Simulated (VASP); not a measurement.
# OsRh with LAK: from relaxation to properties, part 3 of 5

Wanted: the relaxed cell of OsRh and its properties. The cell is invented: it takes the structure of a Materials Project entry for PtRh (space group 166 there), with some of its atoms replaced by other elements, volume scaled by an estimate. It may not be a known or stable phase. Left out of this account: 1 further run (core levels: core levels are not valid at this level).

VASP 6.6.1, plane waves and PAW; the level of theory is named at each step.

Still holding for the runs below: This run has no spin polarisation. Its electron count is odd, so without a moment it is a metal by construction.

So far. Step 3 (Full relaxation (LAK)): It ends with forces that vanish by symmetry and a pressure of 0.02 GPa. Step 4 (Single point with fields (LAK)): In this run the pressure is -0.05 GPa, small enough to go on.

## 5. Band structure (LAK)

Level of this step: LAK; plane waves and PAW (Os, Rh_pv); invented cell (VASP).

The mesh alone shows little of the dispersion and can miss band extrema, so KPOINTS_OPT adds a path through the symmetry points after the self-consistent cycle.

File INCAR:

```
SYSTEM = OsRh
PREC = Accurate
ENCUT = 400
EDIFF = 1E-06
NELM = 100
ISMEAR = 1
SIGMA = 0.2
LREAL = .FALSE.
ALGO = Normal
METAGGA = LAK
LASPH = .TRUE.
NBANDS = 23
LORBIT = 11
LWAVE = .FALSE.
LCHARG = .FALSE.
```

File POSCAR:

```
OsRh
1.0
    1.3590631871      0.7846555665      4.4697103022
   -1.3590631871      0.7846555665      4.4697103022
    0.0000000000     -1.5693111331      4.4697103022
Os Rh
1 1
Direct
    0.0000000000      0.0000000000      0.0000000000
    0.5000000000      0.5000000000      0.5000000000
```

File KPOINTS:

```
Automatic mesh
0
Gamma
11 11 11
0 0 0
```

File KPOINTS_OPT:

```
Line mode
16
Line-mode
Reciprocal
  0.00000000   0.00000000   0.00000000 GAMMA
  0.50000000   0.00000000   0.00000000 L

  0.50000000   0.00000000   0.00000000 L
  0.50000000   0.18721176  -0.18721176 B1

  0.81278824   0.50000000   0.18721176 B
  0.50000000   0.50000000   0.50000000 Z

  0.50000000   0.50000000   0.50000000 Z
  0.00000000   0.00000000   0.00000000 GAMMA

  0.00000000   0.00000000   0.00000000 GAMMA
  0.34360588   0.00000000  -0.34360588 X

  0.65639412   0.34360588   0.00000000 Q
  0.50000000   0.50000000   0.00000000 F

  0.50000000   0.50000000   0.00000000 F
  0.65639412   0.65639412   0.18721176 P1

  0.65639412   0.65639412   0.18721176 P1
  0.50000000   0.50000000   0.50000000 Z

  0.50000000   0.00000000   0.00000000 L
  0.81278824   0.34360588   0.34360588 P
```

Potentials, in the order of the species: Os and Rh_pv (PBE family, release 64).

Command:

```console
mpirun -np 1 vasp_std
```

The program printed:

```text
[... set-up lines as in an earlier step ...]
 entering main loop
       N       E                     dE             d eps       ncg     rms          rms(c)
DAV:   1     0.257952477483E+03    0.25795E+03   -0.11456E+04  7268   0.867E+02
DAV:   2     0.639191213192E+02   -0.19403E+03   -0.18540E+03  7409   0.313E+02
DAV:   3     0.591460961149E+02   -0.47730E+01   -0.47434E+01  8088   0.513E+01
DAV:   4     0.591164273641E+02   -0.29669E-01   -0.29646E-01  8178   0.426E+00
DAV:   5     0.591160282004E+02   -0.39916E-03   -0.39790E-03  7960   0.458E-01    0.237E+01
DAV:   6     0.710811725773E+02    0.11965E+02   -0.14248E+01  8172   0.312E+01    0.308E+00
DAV:   7     0.707768863810E+02   -0.30429E+00   -0.55351E+00  7598   0.133E+01    0.731E+00
DAV:   8     0.711605306106E+02    0.38364E+00   -0.18436E+00  7545   0.828E+00    0.263E+00
DAV:   9     0.711844671739E+02    0.23937E-01   -0.19684E-01  7270   0.330E+00    0.793E-01
DAV:  10     0.711877694095E+02    0.33022E-02   -0.29002E-02  7794   0.122E+00    0.391E-01
DAV:  11     0.711870825044E+02   -0.68691E-03   -0.45491E-03  7886   0.546E-01    0.126E-01
DAV:  12     0.711869008761E+02   -0.18163E-03   -0.87969E-04  7255   0.216E-01    0.532E-02
DAV:  13     0.711868889367E+02   -0.11939E-04   -0.55037E-05  8076   0.464E-02    0.151E-02
DAV:  14     0.711868881475E+02   -0.78926E-06   -0.14170E-05  7675   0.289E-02    0.412E-03
DAV:  15     0.711868873038E+02   -0.84374E-06   -0.10149E-06  5873   0.875E-03
   1 F= 0.71186887E+02 E0= 0.71185324E+02  d E =0.469070E-02
 Start KPOINTS_OPT (optional k-point list driver)
k-point batch [1-144\144]
       N       E                     dE             ncg
DAV:   1     0.114673637574E+05   -0.84111E+05     7056
DAV:   2    -0.165025622137E+05   -0.27970E+05     7506
DAV:   3    -0.172220821871E+05   -0.71952E+03     8227
DAV:   4    -0.172259824937E+05   -0.39003E+01     7494
DAV:   5    -0.172260184883E+05   -0.35995E-01     7422
DAV:   6    -0.172260189119E+05   -0.42353E-03     7457
DAV:   7    -0.172260189178E+05   -0.59731E-05     6253
DAV:   8    -0.172260189183E+05   -0.49724E-06     5206
```

Wall time 4 min (1 MPI rank of Intel Xeon 6975P-C (Granite Rapids), shared host); peak memory 0.25 GiB.

From OUTCAR (step 5):

```text
   k-points           NKPTS =    146   k-points in BZ     NKDIM =    146   number of bands    NBANDS=     23

   NELECT =      23.0000    total number of electrons

 E-fermi :  10.2490

 k-point     1 :       0.0000    0.0000    0.0000
  band No.  band energies     occupation
    ...
      8       7.0409      2.00000
      9       7.1995      2.00000
     10       7.1995      2.00000
     11       9.4922      2.00000
     12       9.4922      2.00000
     13      10.4099      0.01762
     14      11.8522     -0.00000
     15      11.8522     -0.00000
     16      19.2891      0.00000
     17      25.4585      0.00000
    ...

  Total        0.0052527      0.0052527     -0.0001558     -0.0000000      0.0000000      0.0000000
  in kB        0.2942658      0.2942658     -0.0087260     -0.0000000      0.0000000      0.0000000
  external PRESSURE =       0.1932685 kB  Pullay stress =       0.0000000 kB

  FREE ENERGIE OF THE ION-ELECTRON SYSTEM (eV)
  ---------------------------------------------------
  free  energy   TOTEN  =        71.1868873038 eV

  energy  without entropy=       71.1821966049  energy(sigma->0) =       71.18532374

[... 8 parts as in an earlier step ...]

[... 9 further parts left out ...]
```

Spin-orbit coupling is off here; with elements this heavy it splits and shifts levels by tenths of an eV or more.

This step gave:

| Quantity | Value |
| --- | --- |
| SCF cycles | 15 |
| bands | 23 |
| pressure | 0.01933 GPa |

The electronic bands at the labelled points (eV, zero at the Fermi level; # counts the bands kept, so #1 is VASP's band 4):

| point | #5 | #6 | #7 | #8 | #9 | #10 | #11 | #12 |
| --- | --- | --- | --- | --- | --- | --- | --- | --- |
| Γ | -3.21 | -3.05 | -3.05 | -0.76 | -0.76 | 0.16 | 1.60 | 1.60 |
| L | -2.97 | -2.66 | -1.83 | -0.68 | 0.49 | 2.83 | 3.80 | 5.84 |
| B1 | -3.04 | -3.03 | -1.33 | -1.14 | 0.62 | 1.37 | 6.95 | 7.28 |
| jump to B | -3.04 | -3.03 | -1.33 | -1.14 | 0.62 | 1.37 | 6.95 | 7.28 |
| Z | -2.84 | -2.84 | -2.49 | -2.49 | -1.14 | -1.14 | 0.44 | 0.44 |
| Γ | -3.21 | -3.05 | -3.05 | -0.76 | -0.76 | 0.16 | 1.60 | 1.60 |
| X | -3.36 | -2.88 | -1.45 | -0.92 | 0.47 | 1.27 | 6.76 | 7.31 |
| jump to Q | -3.36 | -2.88 | -1.45 | -0.92 | 0.47 | 1.27 | 6.76 | 7.31 |
| F | -3.22 | 0.27 | 0.45 | 0.96 | 1.55 | 2.10 | 2.85 | 2.89 |
| P1 | -2.98 | -1.12 | 0.42 | 0.50 | 1.09 | 2.38 | 2.77 | 3.66 |
| Z | -2.84 | -2.84 | -2.49 | -2.49 | -1.14 | -1.14 | 0.44 | 0.44 |
| jump to L | -2.97 | -2.66 | -1.83 | -0.68 | 0.49 | 2.83 | 3.80 | 5.84 |
| P | -2.98 | -1.12 | 0.42 | 0.50 | 1.09 | 2.38 | 2.77 | 3.66 |

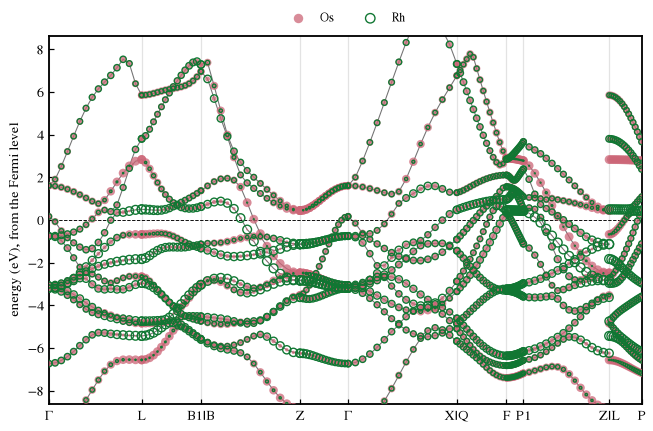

Electronic bands along the path; dots are coloured as in the legend, and their area grows with the weight.

There is no gap at this level.

## 6. Density of states (LAK)

Here the states are counted by energy and projected on the atoms. The mesh is finer than in the run before.

Changes to INCAR since step 5:

```diff
@@ -5,3 +5,3 @@
 NELM = 100
-ISMEAR = 1
+ISMEAR = -5
 SIGMA = 0.2
@@ -15 +15,2 @@
 LCHARG = .FALSE.
+NEDOS = 2001
```

POSCAR is that of step 5.

File KPOINTS:

```
Automatic mesh
0
Gamma
17 17 17
0 0 0
```

Command:

```console
mpirun -np 1 vasp_std
```

The program printed:

```text
[... set-up lines as in an earlier step ...]
 entering main loop
       N       E                     dE             d eps       ncg     rms          rms(c)
DAV:   1     0.259470433309E+03    0.25947E+03   -0.11355E+04 24318   0.866E+02
DAV:   2     0.639261860186E+02   -0.19554E+03   -0.18718E+03 24678   0.314E+02
DAV:   3     0.591621750133E+02   -0.47640E+01   -0.47398E+01 27290   0.514E+01
DAV:   4     0.591328174579E+02   -0.29358E-01   -0.29331E-01 26916   0.424E+00
DAV:   5     0.591324175305E+02   -0.39993E-03   -0.39833E-03 27147   0.461E-01    0.237E+01
DAV:   6     0.710741999063E+02    0.11942E+02   -0.14299E+01 27282   0.312E+01    0.302E+00
DAV:   7     0.708376271411E+02   -0.23657E+00   -0.50586E+00 25511   0.129E+01    0.704E+00
DAV:   8     0.711608436823E+02    0.32322E+00   -0.18200E+00 25353   0.806E+00    0.259E+00
DAV:   9     0.711815251947E+02    0.20682E-01   -0.16428E-01 24454   0.304E+00    0.679E-01
DAV:  10     0.711839104925E+02    0.23853E-02   -0.16457E-02 25877   0.101E+00    0.391E-01
DAV:  11     0.711826841558E+02   -0.12263E-02   -0.31850E-03 25813   0.473E-01    0.109E-01
DAV:  12     0.711825848626E+02   -0.99293E-04   -0.78026E-04 24637   0.212E-01    0.495E-02
DAV:  13     0.711825670049E+02   -0.17858E-04   -0.92915E-05 25861   0.615E-02    0.901E-03
DAV:  14     0.711825660817E+02   -0.92316E-06   -0.59829E-06 26377   0.201E-02
   1 F= 0.71182566E+02 E0= 0.71182566E+02  d E =0.000000E+00
 -----------------------------------------------------------------------------
|                                                                             |
|           W    W    AA    RRRRR   N    N  II  N    N   GGGG   !!!           |
|           W    W   A  A   R    R  NN   N  II  NN   N  G    G  !!!           |
|           W    W  A    A  R    R  N N  N  II  N N  N  G       !!!           |
|           W WW W  AAAAAA  RRRRR   N  N N  II  N  N N  G  GGG   !            |
|           WW  WW  A    A  R   R   N   NN  II  N   NN  G    G                |
|           W    W  A    A  R    R  N    N  II  N    N   GGGG   !!!           |
|                                                                             |
|     Tetrahedron method does not include variations of the Fermi             |
|     occupations, so forces and stress will be inaccurate. We suggest        |
|     using a different smearing scheme ISMEAR = 1 or 2 for metals in         |
|     relaxations.                                                            |
|                                                                             |
 -----------------------------------------------------------------------------
```

Wall time 9 min (1 MPI rank); peak memory 0.35 GiB.

OUTCAR, selected parts (step 6):

```text
   k-points           NKPTS =    489   k-points in BZ     NKDIM =    489   number of bands    NBANDS=     23

   NELECT =      23.0000    total number of electrons

 E-fermi :  10.2396

 k-point     1 :       0.0000    0.0000    0.0000
  band No.  band energies     occupation
    ...
      9       7.2062      2.00000
     10       7.2062      2.00000
     11       9.4916      2.00000
     12       9.4916      2.00000
     13      10.4143      1.35930
     14      11.8607      0.00000
     15      11.8607      0.00000
     16      19.2879      0.00000
     17      25.4598      0.00000
     18      26.1390      0.00000
    ...

  Total       -0.1303830     -0.1303830      0.2605768     -0.0000000     -0.0000000      0.0000000
  in kB       -7.3043611     -7.3043624     14.5981222     -0.0000000     -0.0000000      0.0000000
  external PRESSURE =      -0.0035338 kB  Pullay stress =       0.0000000 kB

 POSITION                                       TOTAL-FORCE (eV/Angst)
 -----------------------------------------------------------------------------------
      0.00000      0.00000      0.00000         0.000000      0.000000      0.000000
      0.00000     -0.00000      6.70457        -0.000000     -0.000000     -0.000000
 -----------------------------------------------------------------------------------
    total drift:                               -0.000000      0.000000      0.000000

  FREE ENERGIE OF THE ION-ELECTRON SYSTEM (eV)
  ---------------------------------------------------
  free  energy   TOTEN  =        71.1825660817 eV

  energy  without entropy=       71.1825660817  energy(sigma->0) =       71.18256608

[... 6 parts as in an earlier step ...]

[... 10 further parts left out ...]
```

With tetrahedra the forces and stress of a metal are not exact derivatives of the energy.

Numbers from this step:

- SCF cycles: 14
- irreducible k-points: 489
- free energy (TOTEN): 71.1826 eV
- Fermi energy: 10.24 eV
- pressure: -3.53e-4 GPa
- DOS at the Fermi level: 1.543 states/eV/cell

The density of states has structure finer than the step of the table below, so its rows give means over 1 eV, whole bins alone (the curve runs from -12.0 to 1.99 eV). Peaks (eV: height): total -5.4: 3.05, -2.9: 4.39, -1.8: 2.87, 0.5: 2.77; Rh d -2.9: 2.18, -2.7: 2.13, -1.7: 1.53, 0.5: 1.42; Os d -2.9: 1.38, -2.7: 1.43, 0.6: 1.37, 1.5: 1.34; Os s -7.2: 0.250, -2.9: 0.0522.

States under -12.0 eV and over 2.0 eV are left out. The density of states by energy, zero at the Fermi level; means over each step; values in states/eV/cell:

| energy (eV) | total | Rh d | Os d | Os s |
| --- | --- | --- | --- | --- |
| -11 | 0 | 0 | 0 | 0 |
| -10 | 0.0263 | 4.9e-4 | 8.7e-4 | 0.0148 |
| -9 | 0.146 | 0.00317 | 0.00790 | 0.0796 |
| -8 | 0.240 | 0.0109 | 0.0183 | 0.116 |
| -7 | 0.901 | 0.153 | 0.301 | 0.216 |
| -6 | 2.25 | 0.713 | 0.850 | 0.110 |
| -5 | 2.26 | 0.883 | 0.827 | 0.0269 |
| -4 | 2.39 | 1.05 | 0.851 | 0.0225 |
| -3 | 3.37 | 1.65 | 1.08 | 0.0385 |
| -2 | 2.31 | 1.18 | 0.717 | 0.0191 |
| -1 | 2.23 | 1.05 | 0.879 | 0.0190 |
| 0 | 1.83 | 0.860 | 0.791 | 0.0111 |
| 1 | 2.32 | 0.938 | 1.21 | 0.0149 |

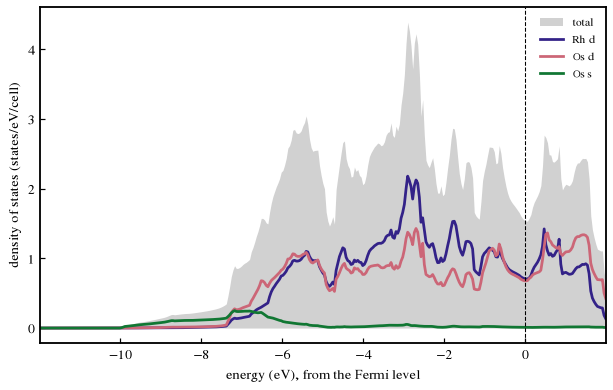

Density of states, plotted against energy.

The finer mesh and the other smearing move the Fermi level by -0.01 eV from the 11×11×11 run, a small shift, which tests the Fermi level alone. Of the states within 0.3 eV of the Fermi level, the largest shares in the PAW spheres are Rh d 46 % and Os d 44 %. The rest lies in smaller channels or between the spheres.

[end of part 3 of 5]

[Lines on the potential files, build, host, timing and source positions are cut from VASP's logs without a mark.]

[Logs are printed without paths, hosts, clocks, repeated set-up lines and the standing remarks that a program may print on its own settings, such as how far it seeks lower states.]

[Hosts, paths, dates, database ids (printed as entryN), source tags and the programs' standing remarks are cut or masked in the printed files.]

[A measured line is paired with the nearest computed mode of its activity, which favours agreement.]
